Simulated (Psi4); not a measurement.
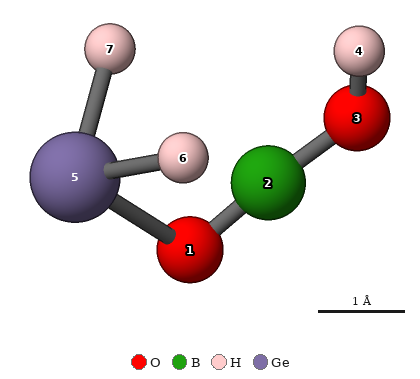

*The structure (ball-and-stick view, seen at a tilt; atoms are numbered from 1 in the order of the input). Sticks mark near contacts.*

Bond lengths as drawn: B–O 1.21 to 1.28 Å, Ge–H 1.65 Å, Ge–O 2.10 Å and H–O 0.95 Å.

Run report: GeBH$_{3}$O$_{2}$, interaction calculation (part 1 of 3)

The run: interaction calculation of GeBH$_{3}$O$_{2}$. Method and program: SAPT(DFT)/jun-cc-pVDZ, RHF (Psi4 1.11).

The geometry comes from this level: GFN2-xTB.

**Input (job.inp)**
```
memory 1600 MB

molecule {
  0 1
  O     -0.783280    -0.937130    -0.994450
  B      0.370790    -0.778800    -0.666570
  O      1.623690    -0.706040    -0.399140
  H      1.980790    -0.062950     0.209020
  --
  0 1
  Ge    -1.643780     0.518250     0.248350
  H     -0.636700     0.035660     1.462820
  H     -0.413220     1.543100    -0.149000
  symmetry c1
  no_reorient
  no_com
}

set {
  basis                 jun-cc-pVDZ
  scf_type              df
  freeze_core           true
  sapt_dft_functional   pbe0
  sapt_dft_grac_shift_a 0.1
  sapt_dft_grac_shift_b 0.1
  df_basis_scf          def2-universal-jkfit
}

E = energy('sapt(dft)')
```

Run as:
```bash
psi4 -n 1 job.inp job.out
```

**The program's output**
```
Psi4 1.11 release

         ---------------------------------------------------------
                            SAPT(DFT) Procedure

         ---------------------------------------------------------

Warning! The default value of SAPT_DFT_EXCH_DISP_SCALE_SCHEME has changed from DISP to FIXED. Please be careful comparing results with earlier versions.

  ==> Algorithm <==

   SAPT DFT Functional             PBE0
   Monomer A GRAC Shift        0.100000
   Monomer B GRAC Shift        0.100000
   Delta HF                        True
   JK Algorithm                      DF

   Required computations:
     HF   (Dimer)
     HF   (Monomer A)
     HF   (Monomer B)
     DFT  (Monomer A)
     DFT  (Monomer B)

   => Loading Basis Set <=

    Name: JUN-CC-PVDZ
    Role: ORBITAL
    Keyword: BASIS

         ---------------------------------------------------------
                         SAPT(DFT): delta HF Dimer
         ---------------------------------------------------------
                                   SCF
                              RHF Reference
                        1 Threads,   1525 MiB Core
         ---------------------------------------------------------

  ==> Geometry <==

    Molecular point group: c1
    Full point group: C1

    Geometry (in Angstrom), charge = 0, multiplicity = 1:

       Center              X                  Y                   Z               Mass
    ------------   -----------------  -----------------  -----------------  -----------------
         O           -0.783280000000    -0.937130000000    -0.994450000000    15.994914619570
         B            0.370790000000    -0.778800000000    -0.666570000000    11.009305360000
         O            1.623690000000    -0.706040000000    -0.399140000000    15.994914619570
         H            1.980790000000    -0.062950000000     0.209020000000     1.007825032230
         GE          -1.643780000000     0.518250000000     0.248350000000    73.921177761000
         H           -0.636700000000     0.035660000000     1.462820000000     1.007825032230
         H           -0.413220000000     1.543100000000    -0.149000000000     1.007825032230

  Running in c1 symmetry.

  Rotational constants: A =      0.32945  B =      0.05811  C =      0.05013 [cm^-1]
  Rotational constants: A =   9876.78851  B =   1742.20627  C =   1502.86176 [MHz]
  Nuclear repulsion =  224.311417860784644

  Charge       = 0
  Multiplicity = 1
  Electrons    = 56
  Nalpha       = 28
  Nbeta        = 28

  ==> Algorithm <==

  SCF Algorithm Type is DF.
  DIIS enabled.
  MOM disabled.
  Fractional occupation disabled.
  Guess Type is SAD.
  Energy threshold   = 1.00e-08
  Density threshold  = 1.00e-08
  Integral threshold = 1.00e-12

  ==> Primary Basis <==

  Basis Set: JUN-CC-PVDZ
    Blend: JUN-CC-PVDZ
    Number of shells: 46
    Number of basis functions: 100
    Number of Cartesian functions: 105
    Spherical Harmonics?: true
    Max angular momentum: 2

   => Loading Basis Set <=

    Name: DEF2-UNIVERSAL-JKFIT
    Role: JKFIT
    Keyword: DF_BASIS_SCF

  ==> Integral Setup <==

  DFHelper Memory: AOs need 0.046 GiB; user supplied 1.118 GiB.
  SCF_SUBTYPE=INCORE selected. In-core MEM_DF algorithm will be used.
  Using in-core AOs.

  ==> MemDFJK: Density-Fitted J/K Matrices <==

    J tasked:                   Yes
    K tasked:                   Yes
    wK tasked:                   No
    Memory [MiB]:              1144
    Algorithm:                 Core
    Schwarz Cutoff:           1E-12
    Mask sparsity (%):       0.0000
    Fitting Condition:        1E-10

   => Auxiliary Basis Set <=

  Basis Set: DEF2-UNIVERSAL-JKFIT
    Blend: DEF2-UNIVERSAL-JKFIT
    Number of shells: 153
    Number of basis functions: 549
    Number of Cartesian functions: 706
    Spherical Harmonics?: true
    Max angular momentum: 5

  Minimum eigenvalue in the overlap matrix is 6.2613448031E-04.
  Reciprocal condition number of the overlap matrix is 8.4805315168E-05.
    Using symmetric orthogonalization.

  ==> Pre-Iterations <==

  SCF Guess: Superposition of Atomic Densities via on-the-fly atomic UHF (no occupation information).

   -------------------------
    Irrep   Nso     Nmo
   -------------------------
     A        100     100
   -------------------------
    Total     100     100
   -------------------------

  ==> Iterations <==

                           Total Energy        Delta E     RMS |[F,P]|

   @DF-RHF iter SAD: -2246.27820569100004   -2.24628e+03   0.00000e+00
   @DF-RHF iter   1: -2250.82536714603884   -4.54716e+00   1.17967e-02 ADIIS/DIIS
   @DF-RHF iter   2: -2251.44844584004568   -6.23079e-01   5.05230e-03 ADIIS/DIIS
   @DF-RHF iter   3: -2251.55168048584437   -1.03235e-01   1.08136e-03 ADIIS/DIIS
   @DF-RHF iter   4: -2251.55663396765021   -4.95348e-03   3.09247e-04 ADIIS/DIIS
   @DF-RHF iter   5: -2251.55743291936233   -7.98952e-04   7.72601e-05 DIIS
   @DF-RHF iter   6: -2251.55751493136040   -8.20120e-05   3.26442e-05 DIIS
   @DF-RHF iter   7: -2251.55752883547757   -1.39041e-05   9.68231e-06 DIIS
   @DF-RHF iter   8: -2251.55753026023604   -1.42476e-06   2.47569e-06 DIIS
   @DF-RHF iter   9: -2251.55753036507849   -1.04842e-07   7.56140e-07 DIIS
   @DF-RHF iter  10: -2251.55753037651675   -1.14383e-08   1.99695e-07 DIIS
   @DF-RHF iter  11: -2251.55753037731620   -7.99446e-10   4.80962e-08 DIIS
   @DF-RHF iter  12: -2251.55753037735531   -3.91083e-11   1.14182e-08 DIIS
   @DF-RHF iter  13: -2251.55753037735758   -2.27374e-12   2.99193e-09 DIIS
  Energy and wave function converged.

  ==> Post-Iterations <==

    Orbital Energies [Eh]
    ---------------------

    Doubly Occupied:

       1A   -405.274648     2A    -52.174692     3A    -46.263477
       4A    -46.262338     5A    -46.261910     6A    -20.668835
       7A    -20.606906     8A     -7.743235     9A     -7.189888
      10A     -5.165259    11A     -5.160437    12A     -5.158195
      13A     -1.634533    14A     -1.629712    15A     -1.627366
      16A     -1.623864    17A     -1.620370    18A     -1.477622
      19A     -1.402310    20A     -0.869191    21A     -0.726209
      22A     -0.698721    23A     -0.662198    24A     -0.655613
      25A     -0.563781    26A     -0.539069    27A     -0.400593
      28A     -0.317567

    Virtual:

      29A      0.028977    30A      0.043817    31A      0.056675
      32A      0.059585    33A      0.064147    34A      0.080800
      35A      0.087633    36A      0.130630    37A      0.156856
      38A      0.162882    39A      0.180093    40A      0.184917
      41A      0.200074    42A      0.219677    43A      0.220357
      44A      0.231194    45A      0.240541    46A      0.259632
      47A      0.279438    48A      0.304727    49A      0.337013
      50A      0.370266    51A      0.431096    52A      0.504686
      53A      0.526338    54A      0.561040    55A      0.576783
      56A      0.592018    57A      0.608881    58A      0.614588
      59A      0.658358    60A      0.663158    61A      0.725574
      62A      0.762071    63A      0.815480    64A      0.869028
      65A      0.880167    66A      0.937311    67A      1.020251
      68A      1.049950    69A      1.053447    70A      1.113642
      71A      1.137989    72A      1.275503    73A      1.330767
      74A      1.348235    75A      1.407200    76A      1.418593
      77A      1.536585    78A      1.599360    79A      1.623181
      80A      1.644207    81A      1.691235    82A      1.747761
      83A      1.774007    84A      1.902617    85A      2.078386
      86A      2.091230    87A      2.205074    88A      2.395725
      89A      2.452296    90A      2.506214    91A      2.968496
      92A      3.023783    93A      3.064486    94A      3.131485
      95A      3.201715    96A      3.541644    97A      3.610054
      98A      3.715253    99A      4.003805   100A      4.049029

    Final Occupation by Irrep:
              A
    DOCC [    28 ]
    NA   [    28 ]
    NB   [    28 ]

  @DF-RHF Final Energy: -2251.55753037735758

   => Energetics <=

    Nuclear Repulsion Energy =            224.3114178607846441
    One-Electron Energy =               -3582.9808244693167580
    Two-Electron Energy =                1107.1118762311741648
    Total Energy =                      -2251.5575303773575797

Computation Completed

Properties will be evaluated at   0.000000,   0.000000,   0.000000 [a0]

Properties computed using the SCF density matrix

 Multipole Moments:

 ------------------------------------------------------------------------------------
     Multipole            Electronic (a.u.)      Nuclear  (a.u.)        Total (a.u.)
 ------------------------------------------------------------------------------------

 L = 1.  Multiply by 2.5417464519 to convert [e a0] to [Debye]
 Dipole X            :         82.9720963          -81.4337034            1.5383930
 Dipole Y            :         -2.1162737            2.0039601           -0.1123137
 Dipole Z            :          9.5684079           -9.4704192            0.0979887
 Magnitude           :                                                    1.5455967

 ------------------------------------------------------------------------------------

	total time  =          2 seconds =       0.03 minutes

   => Loading Basis Set <=

    Name: JUN-CC-PVDZ
    Role: ORBITAL
    Keyword: BASIS

         ---------------------------------------------------------
                       SAPT(DFT): delta HF Monomer A
         ---------------------------------------------------------
                                   SCF
                              RHF Reference
                        1 Threads,   1525 MiB Core
         ---------------------------------------------------------

  ==> Geometry <==

    Molecular point group: c1
    Full point group: C1

    Geometry (in Angstrom), charge = 0, multiplicity = 1:

       Center              X                  Y                   Z               Mass
    ------------   -----------------  -----------------  -----------------  -----------------
         O           -0.783280000000    -0.937130000000    -0.994450000000    15.994914619570
         B            0.370790000000    -0.778800000000    -0.666570000000    11.009305360000
         O            1.623690000000    -0.706040000000    -0.399140000000    15.994914619570
         H            1.980790000000    -0.062950000000     0.209020000000     1.007825032230
      Gh(GE)         -1.643780000000     0.518250000000     0.248350000000    73.921177761000
      Gh(H)          -0.636700000000     0.035660000000     1.462820000000     1.007825032230
      Gh(H)          -0.413220000000     1.543100000000    -0.149000000000     1.007825032230

  Running in c1 symmetry.

  Rotational constants: A =      0.32945  B =      0.05811  C =      0.05013 [cm^-1]
  Rotational constants: A =   9876.78851  B =   1742.20627  C =   1502.86176 [MHz]
  Nuclear repulsion =   54.716091823603740

  Charge       = 0
  Multiplicity = 1
  Electrons    = 22
  Nalpha       = 11
  Nbeta        = 11

   => Loading Basis Set <=

    Name: DEF2-UNIVERSAL-JKFIT
    Role: JKFIT
    Keyword: DF_BASIS_SCF

  Using user-supplied JK object.

Re-using passed JK object instead of rebuilding
  ==> Integral Setup <==

  Minimum eigenvalue in the overlap matrix is 6.2613448031E-04.
  Reciprocal condition number of the overlap matrix is 8.4805315168E-05.
    Using symmetric orthogonalization.

  ==> Iterations <==

                           Total Energy        Delta E     RMS |[F,P]|

   @DF-RHF iter SAD:  -173.97160303627297   -1.73972e+02   0.00000e+00
   @DF-RHF iter   1:  -174.93720438019645   -9.65601e-01   6.47684e-03 ADIIS/DIIS
   @DF-RHF iter   2:  -175.01390107296481   -7.66967e-02   4.92454e-03 ADIIS/DIIS
   @DF-RHF iter   3:  -175.10119698379677   -8.72959e-02   4.61395e-04 ADIIS/DIIS
   @DF-RHF iter   4:  -175.10212245929438   -9.25475e-04   1.82833e-04 ADIIS/DIIS
   @DF-RHF iter   5:  -175.10228623798417   -1.63779e-04   3.34490e-05 DIIS
   @DF-RHF iter   6:  -175.10229663927319   -1.04013e-05   1.00974e-05 DIIS
   @DF-RHF iter   7:  -175.10229806182588   -1.42255e-06   2.70371e-06 DIIS
   @DF-RHF iter   8:  -175.10229818830663   -1.26481e-07   9.34851e-07 DIIS
   @DF-RHF iter   9:  -175.10229820706152   -1.87549e-08   2.74530e-07 DIIS
   @DF-RHF iter  10:  -175.10229820872206   -1.66054e-09   7.13015e-08 DIIS
   @DF-RHF iter  11:  -175.10229820881364   -9.15747e-11   1.34689e-08 DIIS
   @DF-RHF iter  12:  -175.10229820881722   -3.58114e-12   2.94854e-09 DIIS
  Energy and wave function converged.

  ==> Post-Iterations <==

    Final Occupation by Irrep:
              A
    DOCC [    11 ]
    NA   [    11 ]
    NB   [    11 ]

  @DF-RHF Final Energy:  -175.10229820881722

   => Energetics <=

    Nuclear Repulsion Energy =             54.7160918236037404
    One-Electron Energy =                -348.8688102383250680
    Two-Electron Energy =                 119.0504202059041177
    Total Energy =                       -175.1022982088172171

Computation Completed

Properties will be evaluated at   0.000000,   0.000000,   0.000000 [a0]

Properties computed using the SCF density matrix

 Multipole Moments:

 ------------------------------------------------------------------------------------
     Multipole            Electronic (a.u.)      Nuclear  (a.u.)        Total (a.u.)
 ------------------------------------------------------------------------------------

 L = 1.  Multiply by 2.5417464519 to convert [e a0] to [Debye]
 Dipole X            :        -18.5009974           19.9517662            1.4507688
 Dipole Y            :         33.0159790          -32.3186820            0.6972970
 Dipole Z            :         27.8095708          -26.9712106            0.8383602
 Magnitude           :                                                    1.8148832

 ------------------------------------------------------------------------------------

	total time  =          0 seconds =       0.00 minutes

   => Loading Basis Set <=

    Name: JUN-CC-PVDZ
    Role: ORBITAL
    Keyword: BASIS

         ---------------------------------------------------------
                       SAPT(DFT): delta HF Monomer B
         ---------------------------------------------------------
                                   SCF
                              RHF Reference
                        1 Threads,   1525 MiB Core
         ---------------------------------------------------------

  ==> Geometry <==

    Molecular point group: c1
    Full point group: C1

    Geometry (in Angstrom), charge = 0, multiplicity = 1:

       Center              X                  Y                   Z               Mass
    ------------   -----------------  -----------------  -----------------  -----------------
      Gh(O)          -0.783280000000    -0.937130000000    -0.994450000000    15.994914619570
      Gh(B)           0.370790000000    -0.778800000000    -0.666570000000    11.009305360000
      Gh(O)           1.623690000000    -0.706040000000    -0.399140000000    15.994914619570
      Gh(H)           1.980790000000    -0.062950000000     0.209020000000     1.007825032230
         GE          -1.643780000000     0.518250000000     0.248350000000    73.921177761000
         H           -0.636700000000     0.035660000000     1.462820000000     1.007825032230
         H           -0.413220000000     1.543100000000    -0.149000000000     1.007825032230

  Running in c1 symmetry.

  Rotational constants: A =      0.32945  B =      0.05811  C =      0.05013 [cm^-1]
  Rotational constants: A =   9876.78851  B =   1742.20627  C =   1502.86176 [MHz]
  Nuclear repulsion =   20.765125198119129

  Charge       = 0
  Multiplicity = 1
  Electrons    = 34
  Nalpha       = 17
  Nbeta        = 17

  ==> Iterations <==

                           Total Energy        Delta E     RMS |[F,P]|

   @DF-RHF iter SAD: -2071.73920887309851   -2.07174e+03   0.00000e+00
   @DF-RHF iter   1: -2075.92099732218639   -4.18179e+00   1.00426e-02 ADIIS/DIIS
   @DF-RHF iter   2: -2076.40745980483871   -4.86462e-01   3.01583e-03 ADIIS/DIIS
   @DF-RHF iter   3: -2076.44013841559035   -3.26786e-02   2.20739e-04 ADIIS/DIIS
   @DF-RHF iter   4: -2076.44080987925872   -6.71464e-04   4.47943e-05 DIIS
   @DF-RHF iter   5: -2076.44085402038309   -4.41411e-05   1.02980e-05 DIIS
   @DF-RHF iter   6: -2076.44085654109404   -2.52071e-06   1.83197e-06 DIIS
   @DF-RHF iter   7: -2076.44085661913186   -7.80378e-08   2.87329e-07 DIIS
   @DF-RHF iter   8: -2076.44085662118414   -2.05227e-09   5.10689e-08 DIIS
   @DF-RHF iter   9: -2076.44085662128509   -1.00954e-10   1.91395e-08 DIIS
   @DF-RHF iter  10: -2076.44085662130692   -2.18279e-11   7.31075e-09 DIIS
  Energy and wave function converged.

  ==> Post-Iterations <==

    Final Occupation by Irrep:
              A
    DOCC [    17 ]
    NA   [    17 ]
    NB   [    17 ]

  @DF-RHF Final Energy: -2076.44085662130692

   => Energetics <=

    Nuclear Repulsion Energy =             20.7651251981191294
    One-Electron Energy =               -2936.5505497465169356
    Two-Electron Energy =                 839.3445679270906794
    Total Energy =                      -2076.4408566213069207

Computation Completed

Properties will be evaluated at   0.000000,   0.000000,   0.000000 [a0]

Properties computed using the SCF density matrix

 Multipole Moments:

 ------------------------------------------------------------------------------------
     Multipole            Electronic (a.u.)      Nuclear  (a.u.)        Total (a.u.)
 ------------------------------------------------------------------------------------
```
